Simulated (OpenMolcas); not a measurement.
# doublet [BHO2]+ at 6 levels

Wanted: a comparison of 6 runs (UHF/3-21G, U-revPBE/def2-TZVPP, UM06-2X/def2-TZVPP, UM06-L/def2-TZVPP, UPBE/def2-TZVPP, UTPSS/def2-TZVPP) of doublet [BHO2]+. 

The results are computed with OpenMolcas 26.06.

### 1 Starting point

[BHO2]+: 4 atoms, total charge +1, spin state doublet. SMILES of the parent species: `O=BO`. The coordinates come from a PBE0-D4/def2-TZVP relaxation. That shape belongs to the parent species and isn't relaxed for this state.

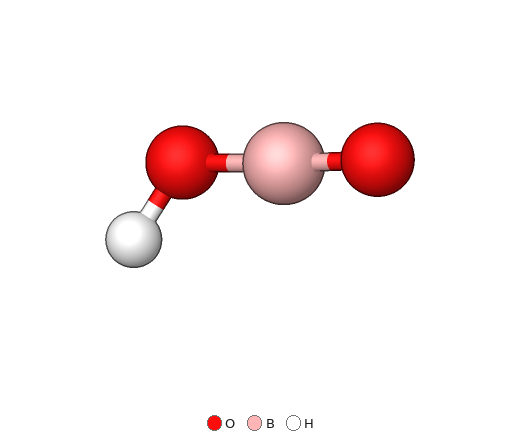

Viewed from a chosen angle; oxygen red, boron pink, hydrogen white.

### 2 A single-point energy at UHF/3-21G (run 1)

File job.inp:

```
* BHO2 Hartree-Fock

&GATEWAY
  BasLib
  $CurrDir
  Coord
  4
  angstrom
  O       -1.555100       0.523500       0.428500
  B       -0.423900       0.132000       0.248600
  O        0.816700      -0.302000       0.108600
  H        1.162300      -0.353500      -0.785700
  Basis
  3-21G
  Group
  NoSym

&SEWARD

&SCF
  UHF
  Charge
  1
  Spin
  2
  Thresholds
  1e-10 1e-07 1e-07 1e-05
  PrOrbitals
  1 2
```

The basis set 3-21G is read from a file made from the Basis Set Exchange's data (not shown).

The run is started by

```console
$ export MOLCAS_MEM=1860
$ pymolcas job.inp > job.log
```

What it wrote:

```text
--- Start Module: gateway ---
[...]
--- Stop Module: gateway /rc=_RC_ALL_IS_WELL_ ---
--- Start Module: seward ---
[...]
      Basis functions           29
--- Stop Module: seward /rc=_RC_ALL_IS_WELL_ ---
--- Start Module: scf ---
[...]
       Convergence after  23 Iterations
[...]
::    Total SCF energy                               -173.7108448586
[...]
      Total spin, S                                     0.5075082888
[...]
      Total electronic charge=   21.000000
      Total            charge=    1.000000
[...]
      Dipole Moment (debye):
      Origin of the operator (angstrom)=   -0.3478    0.1054    0.2394
                   X=  1.0638E+00               Y= -1.8775E-01               Z= -2.3931E+00           Total=  2.6256E+00
      Center of Charge (angstrom)
[...]
--- Stop Module: scf /rc=_RC_ALL_IS_WELL_ ---
[...]
```

It took 1.7 s on 1 thread of Arm Neoverse V2, shared host; peak memory 0.37 GiB.

### 3 The energy at U-revPBE/def2-TZVPP (run 2)

File struct.xyz:

```xyz
4

O     -1.555100     0.523500     0.428500
B     -0.423900     0.132000     0.248600
O      0.816700    -0.302000     0.108600
H      1.162300    -0.353500    -0.785700
```

File test.inp:

```
&GATEWAY
  BasLib = $CurrDir
  Coord = struct.xyz
  Basis = def2-TZVPP
  Group = NoSym

&SEWARD
  GridInput
  Grid=UltraFine
  End of Grid

&SCF
  UHF
  Charge = 1
  Spin = 2
  KSDFT = revPBE
  Thresholds = 1e-10 1e-07 1e-07 1e-05
  PrOrbitals = 1 1
```

The basis set def2-TZVPP is read from a file made from the Basis Set Exchange's data (not shown).

The run is started by

```console
$ export MOLCAS_MEM=1860
$ pymolcas test.inp > test.log
```

What it wrote:

```text
--- Start Module: gateway ---
[...]
--- Stop Module: gateway /rc=_RC_ALL_IS_WELL_ ---
--- Start Module: seward ---
[...]
      Basis functions          107
--- Stop Module: seward /rc=_RC_ALL_IS_WELL_ ---
[...]
--- Start Module: scf ---
[...]
       Convergence after  25 Iterations
[...]
::    Total KS-DFT energy                            -175.5656522851
[...]
      Total spin, S                                     0.5034307670
[...]
      Total electronic charge=   21.000000
      Total            charge=    1.000000
[...]
      Dipole Moment (debye):
      Origin of the operator (angstrom)=   -0.3478    0.1054    0.2394
                   X=  2.1345E+00               Y= -6.0826E-01               Z= -1.9476E+00           Total=  2.9528E+00
      Center of Charge (angstrom)
[...]
--- Stop Module: scf /rc=_RC_ALL_IS_WELL_ ---
[...]
```

Wall time 48 s (1 thread of Arm Neoverse V2, shared host); peak memory 0.62 GiB.

Run 3 isn't shown in full; the table further down has it.

### 4 A single-point energy at UM06-L/def2-TZVPP (run 4)

File mol.inp:

```
>>> EXPORT MOLCAS_PRINT=2

&gateway
  baslib
  $CurrDir
  coord
  4
  angstrom
  O       -1.555100       0.523500       0.428500
  B       -0.423900       0.132000       0.248600
  O        0.816700      -0.302000       0.108600
  H        1.162300      -0.353500      -0.785700
  basis
  def2-TZVPP
  group
  NoSym

&seward
  gridinput
  Grid=UltraFine
  End of Grid

&scf
  uhf
  charge
  1
  spin
  2
  ksdft
  M06L
  thresholds
  1e-10 1e-07 1e-07 1e-05
  prorbitals
  1 1
```

The basis set def2-TZVPP is read from a file made from the Basis Set Exchange's data (not shown).

The run is started by

```console
$ export MOLCAS_MEM=1860
$ pymolcas mol.inp > mol.log
```

What it wrote:

```text
--- Start Module: gateway ---
[...]
--- Stop Module: gateway /rc=_RC_ALL_IS_WELL_ ---
--- Start Module: seward ---
[...]
      Basis functions          107
--- Stop Module: seward /rc=_RC_ALL_IS_WELL_ ---
[...]
--- Start Module: scf ---
[...]
       Convergence after  26 Iterations
[...]
::    Total KS-DFT energy                            -175.5953930862
[...]
      Total spin, S                                     0.5058235730
[...]
      Total electronic charge=   21.000000
      Total            charge=    1.000000
[...]
      Dipole Moment (debye):
      Origin of the operator (angstrom)=   -0.3478    0.1054    0.2394
                   X=  1.9658E+00               Y= -5.5002E-01               Z= -1.9188E+00           Total=  2.8015E+00
      Center of Charge (angstrom)
[...]
--- Stop Module: scf /rc=_RC_ALL_IS_WELL_ ---
[...]
```

Run time: 87 s. Hardware: 1 thread of Arm Neoverse V2, shared host; peak memory 0.62 GiB.

Run 5 isn't shown in full; the table further down has it.

### 5 A single-point energy at UTPSS/def2-TZVPP (run 6)

File input.xyz:

```xyz
4

O     -1.555100     0.523500     0.428500
B     -0.423900     0.132000     0.248600
O      0.816700    -0.302000     0.108600
H      1.162300    -0.353500    -0.785700
```

File calc.input:

```
>>> EXPORT MOLCAS_PRINT=2
&GATEWAY
BasLib
$CurrDir
Coord
input.xyz
Basis
def2-TZVPP
Group
NoSym
&SEWARD
GridInput
Grid=UltraFine
End of Grid
&SCF
UHF
Charge
1
Spin
2
KSDFT
2
1.0 MGGA_X_TPSS
1.0 MGGA_C_TPSS
Thresholds
1e-10 1e-07 1e-07 1e-05
PrOrbitals
1 2
```

The basis set def2-TZVPP is read from a file made from the Basis Set Exchange's data (not shown).

The run is started by

```console
$ export MOLCAS_MEM=1860
$ pymolcas calc.input > calc.log
```

What it wrote:

```text
--- Start Module: gateway ---
[...]
--- Stop Module: gateway /rc=_RC_ALL_IS_WELL_ ---
--- Start Module: seward ---
[...]
      Basis functions          107
--- Stop Module: seward /rc=_RC_ALL_IS_WELL_ ---
[...]
--- Start Module: scf ---
[...]
       Convergence after  29 Iterations
[...]
::    Total KS-DFT energy                            -175.6376133232
[...]
      Total spin, S                                     0.5041542784
[...]
      Total electronic charge=   21.000000
      Total            charge=    1.000000
[...]
      Dipole Moment (debye):
      Origin of the operator (angstrom)=   -0.3478    0.1054    0.2394
                   X=  2.0777E+00               Y= -5.8716E-01               Z= -1.9564E+00           Total=  2.9137E+00
      Center of Charge (angstrom)
[...]
--- Stop Module: scf /rc=_RC_ALL_IS_WELL_ ---
[...]
```

Run time: 92 s. Hardware: 1 thread of Arm Neoverse V2, shared host; peak memory 0.62 GiB.

### 6 The series

| run | level | integration grid | energy (Eh) | HOMO energy (eV) | LUMO energy (eV) | ⟨S²⟩ | wall time |
| --- | --- | --- | --- | --- | --- | --- | --- |
| 1 | UHF/3-21G | – | -173.710845 | -23.16 | -9.24 | 0.765 | 1.7 s |
| 2 | U-revPBE/def2-TZVPP | UltraFine | -175.565652 | -17.28 | -16.33 | 0.757 | 48 s |
| 3 | UM06-2X/def2-TZVPP | UltraFine | -175.542839 | -20.98 | -13.75 | 0.762 | 74 s |
| 4 | UM06-L/def2-TZVPP | UltraFine | -175.595393 | -17.58 | -15.95 | 0.762 | 87 s |
| 5 | UPBE/def2-TZVPP | UltraFine | -175.421664 | -17.34 | -16.45 | 0.756 | 49 s |
| 6 | UTPSS/def2-TZVPP | UltraFine | -175.637613 | -17.48 | -16.18 | 0.758 | 92 s |

### 7 Results

| quantity | value |
| --- | --- |
| run 6: total energy | -175.63761 Eh |
| run 6: HOMO energy (highest over α and β) | -17.48 eV |
| run 6: LUMO energy (lowest over α and β) | -16.18 eV |
| run 6: ⟨S²⟩ | 0.758 |

**Reading.** Totals of different functionals can't be ranked against each other. All runs together took 5.9 min, the longest 92 s.
